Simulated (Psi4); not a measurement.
# A workflow on MgSH (SMILES [Mg][SH])

Aim: a geometry optimisation (UPBEh-3c/def2-mSVP), then vibrational wavenumbers, then the energy (UCCSD(T)/cc-pVTZ) of MgSH. 

The calculation is run with Psi4 1.11.

### 1 The structure to begin with

MgSH: 3 atoms, total charge 0, spin state doublet. SMILES: `[Mg][SH]`. All atoms were displaced at random from a relaxed shape. The run starts from this shape.

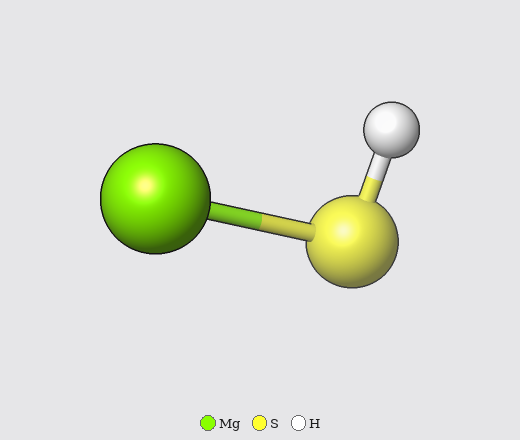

The structure, seen from a chosen angle (magnesium green, sulfur yellow, hydrogen white).

### 2 A structure relaxation at UPBEh-3c/def2-mSVP (density fitting) (run 1)

input.inp

```
memory 1600 mb

molecule geom {
  0 2
  Mg     1.407493    -0.508351     0.709089
  S     -0.635736    -0.352174    -0.419578
  H     -0.667841     0.910140    -0.256751
}

set {
  reference uks
  geom_maxiter 60
}

e, wfn = opt("pbeh-3c", return_wfn=True)
```

On the command line:

```console
$ psi4 -n 1 input.inp input.out
```

input.out:

```text
[...]
  Running in cs symmetry.
[...]
  Nuclear repulsion =   52.437941729138174
[...]
  Multiplicity = 2
[...]
  Nalpha       = 15
  Nbeta        = 14
[...]
    Number of basis functions: 38
[...]
   @DF-UKS iter   1:  -598.06438815854949   -2.68473e-01   1.05589e-02 DIIS/ADIIS
[...]
   @DF-UKS iter   8:  -598.13795630535560   -1.70530e-12   5.32912e-09 DIIS
[...]
   @S^2 Observed:                7.516561380E-01
[...]
    Orbital Energies [Eh]
    ---------------------
    Alpha Occupied:
       1Ap   -89.544399     2Ap   -47.398209     3Ap    -8.184840
       4Ap    -6.075437     5Ap    -6.072520     1App   -6.068540
       6Ap    -3.347220     7Ap    -2.028932     2App   -2.028237
       8Ap    -2.027256     9Ap    -0.761122    10Ap    -0.428105
      11Ap    -0.334077     3App   -0.279416    12Ap    -0.221842
    Alpha Virtual:
      13Ap    -0.031817     4App   -0.021297    14Ap     0.030520
      15Ap     0.068089    16Ap     0.108243     5App    0.156145
      17Ap     0.166196    18Ap     0.179649     6App    0.188850
      19Ap     0.239000     7App    0.276877    20Ap     0.280919
[...]
  @DF-UKS Final Energy:  -598.13795630535560
   => Energetics <=
    Nuclear Repulsion Energy =             51.9780275092444839
    One-Electron Energy =                -933.7083701684877042
    Two-Electron Energy =                 308.1978272464601787
    DFT Exchange-Correlation Energy =     -24.6063653546265115
    Empirical Dispersion Energy =           0.0009244620539605
    VV10 Nonlocal Energy =                  0.0000000000000000
    Total Energy =                       -598.1379563053556012
[...]
 Multipole Moments:
 ------------------------------------------------------------------------------------
     Multipole            Electronic (a.u.)      Nuclear  (a.u.)        Total (a.u.)
 ------------------------------------------------------------------------------------
 L = 1.  Multiply by 2.5417464519 to convert [e a0] to [Debye]
 Dipole X            :          2.0423088           -0.9461057            1.0962032
 Dipole Y            :         -1.0715358            1.3011116            0.2295758
 Dipole Z            :          0.0000000            0.0000000            0.0000000
 Magnitude           :                                                    1.1199850
[...]
  -Total Gradient:
     Atom            X                  Y                   Z
    ------   -----------------  -----------------  -----------------
       1        0.000020394649     0.000003623136     0.000000000000
       2       -0.000014125862    -0.000069624366     0.000000000000
       3        0.000009161662     0.000085491004     0.000000000000
[...]
    Final optimized geometry and variables:
    Molecular point group: cs
    Full point group: Cs
    Geometry (in Angstrom), charge = 0, multiplicity = 2:
    MG           1.352297673448    -0.119847097295     0.000000000000
    S           -0.982893584961     0.046142389413     0.000000000000
    H           -1.001932276822     1.388405549240     0.000000000000
    Psi4 run time: 0:00:10.48
[...]
```

Standard output:

```text
Optimizer: Optimization complete!
```

Wall time 12 s (1 thread of AMD EPYC 7B13 (Zen 3), shared host); peak memory 0.3 GiB.

Steps, from the record of the run:

```csv
step,energy from the first frame kept (eV),largest force (eV/Å)
0,0.0000,2.3024
1,-0.0788,0.0752
2,-0.0792,0.0377
3,-0.0794,0.0044
```

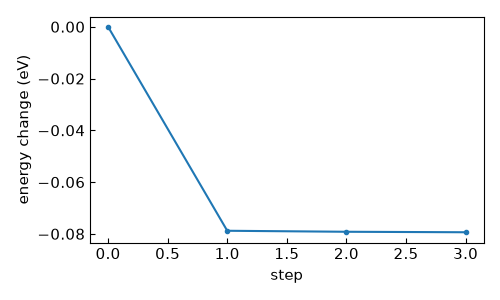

Energy along the run.

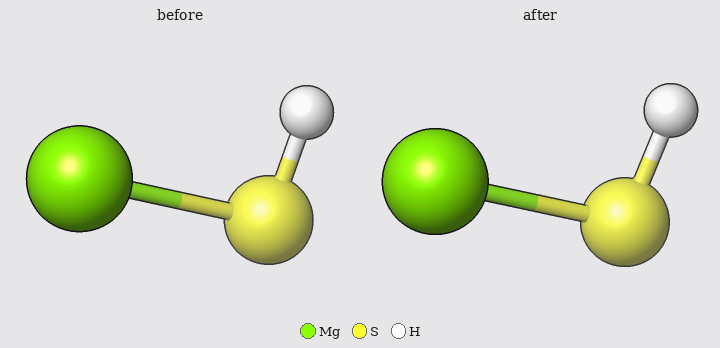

Before and after, at one scale.

After the run. Bond lengths: Mg1–S2 2.341 Å, S2–H3 1.342 Å. Angles: Mg1–S2–H3 94.9°.

### 3 The harmonic vibrations at UPBEh-3c/def2-mSVP (density fitting) (run 2)

hmgs.in

```
memory 1.6 GB

molecule system {
  0 2
  Mg
  S 1 2.341084
  H 2 1.342397 1 94.87848
}

set {
  reference                  uks
  t                          298.15
  rotational_symmetry_number 1
}

freq('pbeh-3c')
```

On the command line:

```console
$ psi4 -n 1 hmgs.in hmgs.out
```

hmgs.out (excerpt; [...] marks lines left out):

```text
[...]
  Running in cs symmetry.
[...]
  Nuclear repulsion =   51.978018810200993
[...]
  Multiplicity = 2
[...]
  Nalpha       = 15
  Nbeta        = 14
[...]
    Number of basis functions: 38
[...]
   @DF-UKS iter   1:  -598.06519603848608   -3.09031e-01   1.06673e-02 DIIS/ADIIS
[...]
  Running in c1 symmetry.
[...]
   @DF-UKS iter  12:  -598.13795630504694   -1.70530e-12   3.69223e-09 DIIS
[...]
   @S^2 Observed:                7.516561429E-01
[...]
  @DF-UKS Final Energy:  -598.13795630504694
   => Energetics <=
    Nuclear Repulsion Energy =             51.9780052658864520
    One-Electron Energy =                -933.7083264496379797
    Two-Electron Energy =                 308.1978054484341101
    DFT Exchange-Correlation Energy =     -24.6063650346572551
    Empirical Dispersion Energy =           0.0009244649278065
    VV10 Nonlocal Energy =                  0.0000000000000000
    Total Energy =                       -598.1379563050469415
[...]
 Multipole Moments:
[...]
  -Total Gradient:
     Atom            X                  Y                   Z
    ------   -----------------  -----------------  -----------------
       1        0.000005050499     0.000020222525     0.000000010829
       2       -0.000071223938    -0.000009209997    -0.000000143075
       3        0.000086708141     0.000002997307     0.000000173893
[...]
  ==> Harmonic Vibrational Analysis <==
[...]
  Freq [cm^-1]                 419.5655            545.7020           2745.6677
[...]
  IR activ [km/mol]            35.9862             27.1606              2.1186
[...]
  Total E_0, Enthalpy at 0 [K]                                                         -598.12950217 [Eh]
[...]
  Total H, Enthalpy at  298.15 [K]                                                     -598.12524217 [Eh]
[...]
  Total G, Gibbs energy at  298.15 [K]                                                 -598.15453468 [Eh]
[...]
```

On the terminal:

```text
Warning: used thermodynamics relations inappropriate for low-frequency modes: ['419.5655' '545.7020']
```

It took 30 s on 1 thread of AMD EPYC 7B13 (Zen 3), shared host; peak memory 0.29 GiB.

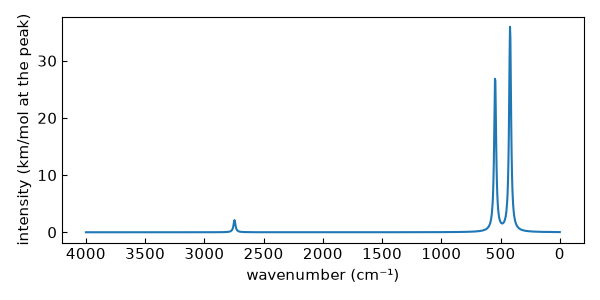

Harmonic infrared spectrum, unscaled, lines broadened by 10 cm⁻¹.

### 4 The energy at UCCSD(T)/cc-pVTZ (run 3)

hmgs.xyz

```xyz
3
HMgS
Mg     1.409487    -0.514523     0.709328
S     -0.635166    -0.349812    -0.418918
H     -0.733384     0.982107    -0.283360
```

hmgs.py

```python
import psi4

psi4.set_memory('1600 MB')
psi4.set_num_threads(1)
psi4.core.set_output_file('output.dat', False)

with open('hmgs.xyz') as f:
    atoms = ''.join(f.readlines()[2:])
geom = psi4.geometry('0 2\n' + atoms + 'symmetry c1')

psi4.set_options({
    'reference': 'uhf',
    'scf_type': 'pk',
    'freeze_core': True,
})

E = psi4.energy('ccsd(t)/cc-pVTZ')
print(f'ccsd(t)/cc-pVTZ energy: {E:.10f} Eh')
```

On the command line:

```console
$ python hmgs.py
```

output.dat:

```text
[...]
  Running in c1 symmetry.
[...]
  Nuclear repulsion =   51.978014985573736
[...]
  Multiplicity = 2
[...]
  Nalpha       = 15
  Nbeta        = 14
[...]
    Number of basis functions: 82
[...]
   @UHF iter   1:  -597.71552636193974   -5.13132e-01   3.49811e-03 ADIIS/DIIS
[...]
   @UHF iter  14:  -597.77867384777028   -4.54747e-12   4.15504e-09 DIIS
[...]
   @S^2 Observed:                7.528047412E-01
[...]
    Orbital Energies [Eh]
    ---------------------
    Alpha Occupied:
       1A    -91.905819     2A    -49.069298     3A     -8.909649
       4A     -6.591474     5A     -6.590644     6A     -6.588967
       7A     -3.808962     8A     -2.325449     9A     -2.324838
      10A     -2.324557    11A     -0.908436    12A     -0.505580
      13A     -0.403064    14A     -0.345642    15A     -0.276319
    Alpha Virtual:
      16A      0.021701    17A      0.030335    18A      0.070788
      19A      0.108329    20A      0.148717    21A      0.156345
      22A      0.192985    23A      0.232285    24A      0.286317
      25A      0.296300    26A      0.301555    27A      0.326145
[...]
  @UHF Final Energy:  -597.77867384777028
   => Energetics <=
    Nuclear Repulsion Energy =             51.9780149855737363
    One-Electron Energy =                -934.1047072767369173
    Two-Electron Energy =                 284.3480184433929026
    Total Energy =                       -597.7786738477702784
  UHF NO Occupations:
  HONO-2 :   13  A 1.9998724
  HONO-1 :   14  A 1.9987978
[...]
 Multipole Moments:
 ------------------------------------------------------------------------------------
     Multipole            Electronic (a.u.)      Nuclear  (a.u.)        Total (a.u.)
 ------------------------------------------------------------------------------------
 L = 1.  Multiply by 2.5417464519 to convert [e a0] to [Debye]
 Dipole X            :          2.1510605           -0.9461057            1.2049548
 Dipole Y            :         -1.1393160            1.3011112            0.1617952
 Dipole Z            :          0.0000000            0.0000000            0.0000000
 Magnitude           :                                                    1.2157688
[...]
      * MP2 total energy                      = -597.977349739300735
[...]
      * CCSD total energy                     = -597.997874002568096
[...]
      * CCSD(T) total energy                     = -598.007719820851435
```

On the terminal:

```text
ccsd(t)/cc-pVTZ energy: -598.0077198209 Eh
```

It took 41 s on 1 thread of AMD EPYC 7B13 (Zen 3), shared host; peak memory 0.64 GiB.

### 5 Summary of results

| quantity | value |
| --- | --- |
| run 1, UPBEh-3c/def2-mSVP: total energy at the end | -598.13796 Eh |
| run 1, UPBEh-3c/def2-mSVP: dipole moment | 2.85 D |
| run 1, UPBEh-3c/def2-mSVP: HOMO energy (highest over α and β) | -6.04 eV |
| run 1, UPBEh-3c/def2-mSVP: LUMO energy (lowest over α and β) | -2.37 eV |
| run 1, UPBEh-3c/def2-mSVP: ⟨S²⟩ | 0.752 |
| run 2, UPBEh-3c/def2-mSVP: lowest harmonic wavenumber | 420 cm⁻¹ |
| run 2, UPBEh-3c/def2-mSVP: highest harmonic wavenumber | 2746 cm⁻¹ |
| run 2, UPBEh-3c/def2-mSVP: zero-point energy | 22.2 kJ/mol |
| run 2, UPBEh-3c/def2-mSVP: ideal-gas entropy at 298.15 K (symmetry number 1 as used) | 61.7 cal/(mol K) |
| run 3, UCCSD(T)/cc-pVTZ: total energy | -598.00772 Eh |
| run 3, UCCSD(T)/cc-pVTZ: HOMO energy (Hartree–Fock orbitals) (highest over α and β) | -7.52 eV |
| run 3, UCCSD(T)/cc-pVTZ: LUMO energy (Hartree–Fock orbitals) (lowest over α and β) | 0.06 eV |
| run 3, UCCSD(T)/cc-pVTZ: correlation energy (10 core orbitals frozen) | -229.0 mEh |
| run 3, UCCSD(T)/cc-pVTZ: (T) correction | -9.85 mEh |
| run 3, UCCSD(T)/cc-pVTZ: ⟨S²⟩ of the reference determinant | 0.753 |
| run 3, UCCSD(T)/cc-pVTZ: T1 diagnostic | 0.020 |

The optimisation (run 1, UPBEh-3c/def2-mSVP) took 4 steps and changed the energy by -0.079 eV. All 3 modes (run 2, UPBEh-3c/def2-mSVP) are real, so the shape is a minimum at this level. The triples (run 3, UCCSD(T)/cc-pVTZ) make up 4.3 % of the correlation energy.
